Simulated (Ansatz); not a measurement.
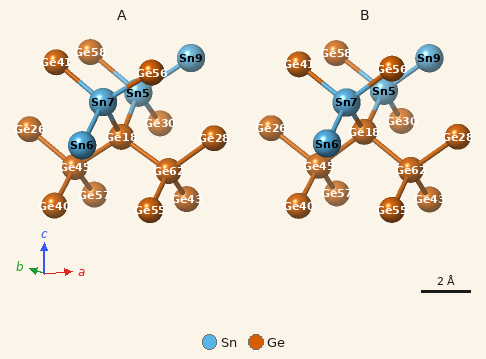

Two geometries of solid Sn12Ge52 (a generated structure, set up in P1), drawn at one scale. One is the start of a relaxation, the other its converged end. Style: ball-and-stick. Shown: the atoms within 4.2 Å of the atom that moves most (axes of the cell of the calculation), slightly off an axis.

The calculation used DFT, PBEsol, PAW, plane waves (Ansatz). (plane-wave cutoff 420 eV; k-point mesh 1 × 1 × 1; mesh shifted by (0.25, 0.25, 0.25); no spin polarisation; cell relaxed at fixed shape; force threshold 0.03 eV/Å; at most 80 steps)

Which of the two is the end point?

Answer. Structure A is the relaxed one. After 6 geometry steps the energy has fallen by 67.9 meV per atom. Largest force component: 2.8 eV/Å at the start, 0.0082 eV/Å at the end. The pressure goes from 1.12 to 0.00 GPa. Ge18 moves most: 0.21 Å roughly along −c. By element the largest moves are Ge 0.21 Å, Sn 0.21 Å. The cell stays as it was. Among the contacts that change: Sn5–Sn9 2.470 → 2.764 Å, Sn6–Sn7 2.567 → 2.762 Å, Sn5–Ge18 2.526 → 2.622 Å, Sn7–Ge18 2.506 → 2.596 Å. Bond angles that change, for instance: Ge45–Ge18–Ge62 107.9° → 115.0°, Sn5–Ge18–Sn7 109.1° → 102.7°, Sn9–Sn5–Ge30 110.8° → 104.9°. The space group stays P1 (No. 1).
